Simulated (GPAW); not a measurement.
**U-vdW-DF2/dzp (scalar-relativistic datasets) run of CH4AlO (SMILES C[O][AlH])**

We compute ionisation energies of CH4AlO. 

The calculation is run with GPAW 26.7.0.

3 further runs of the same task are left out: 1 that didn't finish, 2 set aside as unsound or not needed.

## Step 1: The structure to begin with

CH4AlO: 7 atoms, total charge 0, spin state doublet. As SMILES, `C[O][AlH]`. Geometry: a GFN2-xTB relaxation, a rough one for these elements and not checked as a minimum. This is one conformer, not always the lowest.

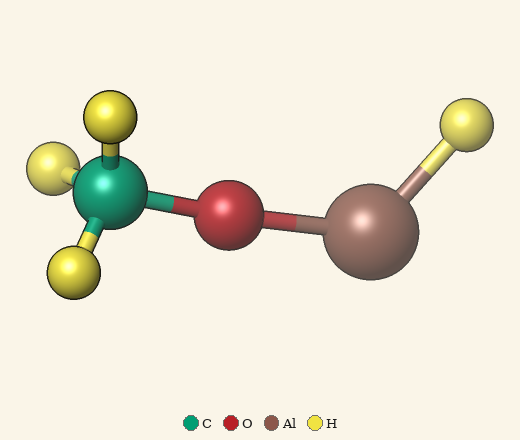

The structure, seen from a chosen angle (carbon teal, oxygen red, aluminium brown, hydrogen yellow).

## Step 2: Ionisation energies at U-vdW-DF2/dzp (scalar-relativistic datasets)

Contents of CH4AlO.py:

```python
from ase import Atoms
from gpaw import GPAW
from gpaw.utilities.adjust_cell import adjust_cell

# Set up the molecule
mol = Atoms(['C', 'O', 'Al', 'H', 'H', 'H', 'H'],
    positions=[[ -0.631600,   0.836490,  -0.005570],
               [ -0.030430,  -0.424190,  -0.135550],
               [  0.774950,  -1.862910,  -0.236000],
               [ -0.497800,   1.406360,  -0.927080],
               [ -0.175130,   1.382950,   0.821060],
               [ -1.697770,   0.717010,   0.190670],
               [  2.257780,  -2.055720,   0.292480]])
adjust_cell(mol, 4.5, h=0.18)

energies = {}
for name, charge, unpaired in [('neutral', 0, 1), ('oxidised', 1, 0), ('reduced', -1, 2)]:
    mol.set_initial_magnetic_moments([unpaired / len(mol)] * len(mol))
    calc = GPAW(mode='lcao',
                basis='dzp',
                h=0.18,
                xc={'name': 'vdW-DF2', 'backend': 'libvdwxc'},
                charge=charge,
                occupations={'name': 'fermi-dirac', 'width': 0.0, 'fixmagmom': unpaired > 0},
                maxiter=100,
                symmetry='off',
                txt='-')
    mol.calc = calc
    energies[name] = mol.get_potential_energy()
    print(f'{name:10} {energies[name]:12.5f} eV')

ip = energies['oxidised'] - energies['neutral']
print(f'Vertical IP: {ip:.3f} eV')
ea = energies['neutral'] - energies['reduced']
print(f'Vertical EA: {ea:.3f} eV')
```

On the command line:

```console
$ python3 -u CH4AlO.py | tee CH4AlO.out
```

What it wrote:

```text
[...]
Number of symmetries: 1
[...]
  Number of IBZ points: 1
[...]
basis functions: 59
Spin-components: 2 (collinear spins)
Bands:           15
[...]
  Valence electrons: 17.0
[...]
  Grid points: [72 72 60]
  Charge: 0.0  # |e|
[...]
    cutoffs:
[...]
occupation numbers:
  Fixed magnetic moment: 1.000
[...]
xc functional:
  name: vdW-DF2 with libvdwxc
[...]
|iter     |     time |      energy | eigst |  dens |  magmom |
[...]
|iter:   1| 00:00:14 |  -80.944503 |      c|       |  +0.9995|
[...]
Converged in 11 steps
[...]
dipole moment: (-0.138887, 0.188987, -0.002148)  # |e|*Ang
Total magnetic moment: (0.000000, 0.000000, 0.999996)
[...]
Converged in 11 steps
[...]
|iter:  11| 00:02:58 |  -77.765823c|      c| -4.36c|  +2.0000|
Converged in 11 steps
[...]
Energy contributions relative to reference atoms: (reference = -9721.864330)
Energy contributions:
  Kinetic:          43.811204
  Coulomb:         -36.039012
  Zero:              0.262817
  External:          0.000000
  Xc:              -85.800834
  Entropy:           0.000000
  Spinorbit:         0.000000
  ----------------------------
  Free energy:     -77.765823
  Extrapolated:    -77.765823
[...]
Total magnetic moment: (0.000000, 0.000000, 1.999996)
Local magnetic moments
|        x |        y |        z |
|----------|----------|----------|
| 0.000000 | 0.000000 | 0.004576 |  # C    0
| 0.000000 | 0.000000 | 0.086309 |  # O    1
| 0.000000 | 0.000000 | 0.295810 |  # Al   2
| 0.000000 | 0.000000 | 0.001055 |  # H    3
| 0.000000 | 0.000000 | 0.001025 |  # H    4
| 0.000000 | 0.000000 | 0.000459 |  # H    5
| 0.000000 | 0.000000 | 0.039212 |  # H    6
Fermi levels: 4.614, 2.065
Eigenvalues  # (at kpt = [0.000, 0.000, 0.000])
| band index |      eig [eV] | occ [0-1] |      eig [eV] | occ [0-1] |
|------------|---------------|-----------|---------------|-----------|
|          0 |       -19.409 |     1.000 |       -19.256 |     1.000 |
|          1 |       -12.484 |     1.000 |       -12.442 |     1.000 |
|          2 |        -7.027 |     1.000 |        -6.927 |     1.000 |
|          3 |        -6.700 |     1.000 |        -6.670 |     1.000 |
|          4 |        -6.683 |     1.000 |        -6.643 |     1.000 |
|          5 |        -2.989 |     1.000 |        -2.522 |     1.000 |
|          6 |        -1.780 |     1.000 |        -1.533 |     1.000 |
|          7 |        -1.734 |     1.000 |        -1.512 |     1.000 |
|          8 |         1.288 |     1.000 |         2.841 |     0.000 |
|          9 |         3.144 |     1.000 |         4.332 |     0.000 |
|         10 |         4.896 |     0.000 |         5.067 |     0.000 |
|         11 |         5.643 |     0.000 |         5.771 |     0.000 |
[...]
Gap: 0.564 eV
Transition (v -> c):
  (s=1, k=0, n=9, [0.00, 0.00, 0.00]) -> (s=0, k=0, n=10, [0.00, 0.00, 0.00])
No difference between direct/indirect transitions
vacuum-level: 0.000  # V
reduced       -77.76582 eV
Vertical IP: 7.592 eV
Vertical EA: -0.612 eV
```

Run time: 3 min. Hardware: 1 thread of Arm Neoverse V1, shared host; peak memory 2.5 GiB.

## Step 3: Results

Level: U-vdW-DF2/dzp (scalar-relativistic datasets).

| quantity | value |
| --- | --- |
| first ionisation energy | 7.59 eV |
